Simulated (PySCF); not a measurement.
## A study: C6H7B, SMILES `B1C=CC=CC=C1`

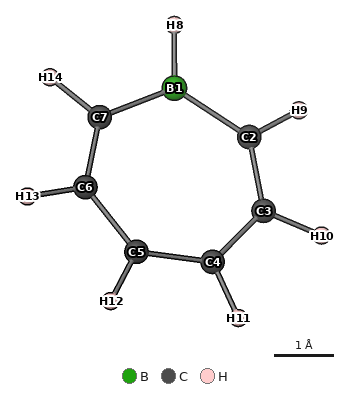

The molecule, with its atoms numbered as below. No frequency check shows the geometry to be a minimum.

Cartesian coordinates (Å):

```
B1       0.0005   -1.7320    0.0000
C2      -1.3420   -1.0082    0.0000
C3      -1.5990    0.3304    0.0000
C4      -0.6831    1.4065    0.0000
C5       0.6825    1.4068    0.0000
C6       1.5988    0.3311    0.0000
C7       1.3424   -1.0076    0.0000
H8       0.0008   -2.9086    0.0000
H9      -2.2351   -1.6279    0.0000
H10     -2.6395    0.6463    0.0000
H11     -1.1470    2.3875    0.0000
H12      1.1459    2.3880    0.0000
H13      2.6392    0.6474    0.0000
H14      2.2358   -1.6269    0.0000
```

## 1. Excited states

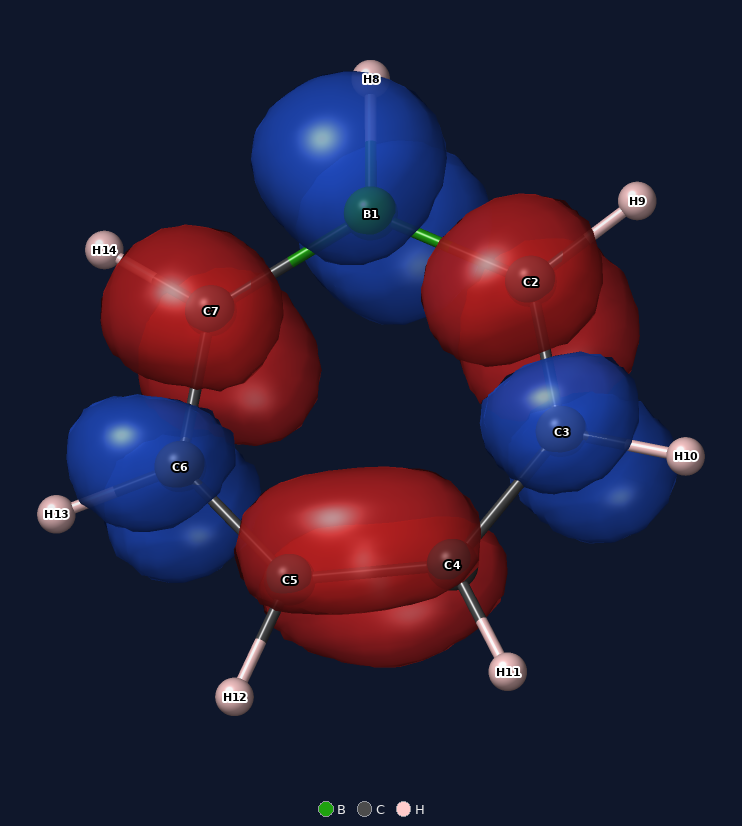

Unrelaxed difference density of S₁ less the ground state (TDA singlet states), ±0.01 e/Å³; blue: gain, red: loss.

Level of theory: CAM-B3LYP/6-31G* (PySCF), at a geometry from GFN2-xTB. Without diffuse functions Rydberg states are missing, so the states' numbers hold for this basis only.

Q: How does the charge move on excitation?

A: 0.28 e is displaced in all, of which about 0.2 e passes between atoms: C2 and C7 (0.06 e each) lose electrons and B1 (0.09 e) gains them. The state: 4.94 eV (251 nm), f = 0.050, π → π*; the leading pair carries 68 %; hole on C2 and C7 (16 % each), C4 and C5 (14 % each) and B1 (11 %), electron on B1 (20 %), C3 and C6 (14 % each) and C2, C4, C5 and C7 (11 % each) (shares are of the whole state, not of the leading pair alone); their centroids lie 0.1 Å apart.

## 2. In an electric field

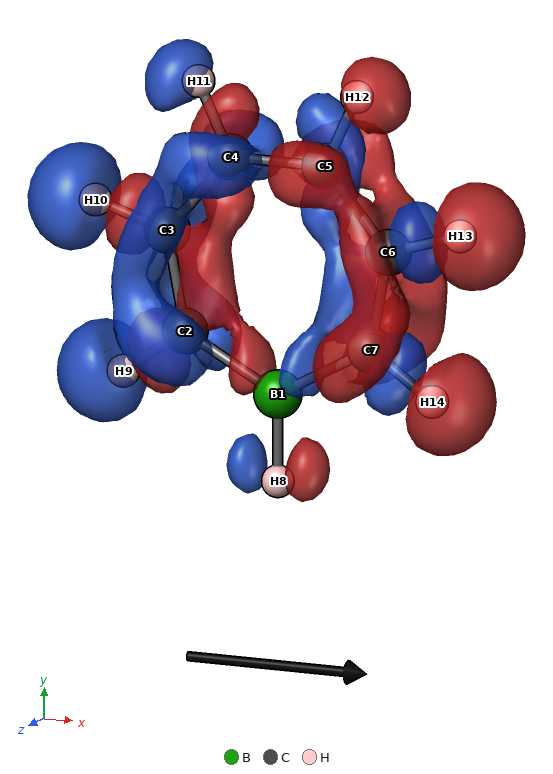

Change of the electron density in a uniform field of 0.51 V/Å along +x (arrow), surfaces at ±0.005 e/Å³ (blue: gain, red: loss).

Level of theory: B3LYP/def2-SVPD (PySCF), at a geometry from GFN2-xTB.

Q: What dipole is induced, and what polarisability does it imply?

A: The induced dipole is 2.64 D (along the field); α along this axis, from the fields in both directions, is 104 bohr³ (15.4 Å³).

Q: Which atoms gain and lose the most charge?

A: Electrons gather most on H10 (Hirshfeld charge changes by −0.026 e) and leave H13 most (+0.025 e); 0.200 electrons are displaced in all.

## 3. Magnetic shielding

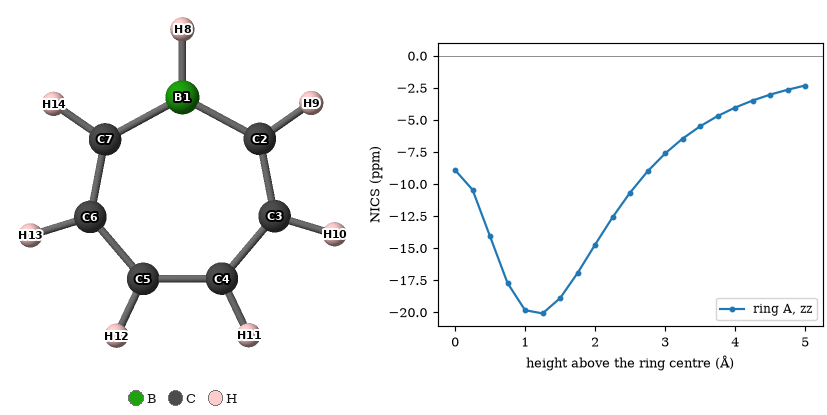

GIAO NICS scans along the ring normals; ring A: 7-membered ring B1/C2/C3/C4/C5/C6/C7.

PySCF calculation, PBE0/6-31G*, gas phase; geometry: GFN2-xTB. This is a single-reference result, which may miss multireference character in this system.

Q: Read the scans.

A: Ring A is strongly diatropic (aromatic): NICSzz reaches −20.1 ppm at 1.25 Å; NICS(0) = −4.2, NICS(1) = −7.3, NICS(1)zz = −19.9 ppm.
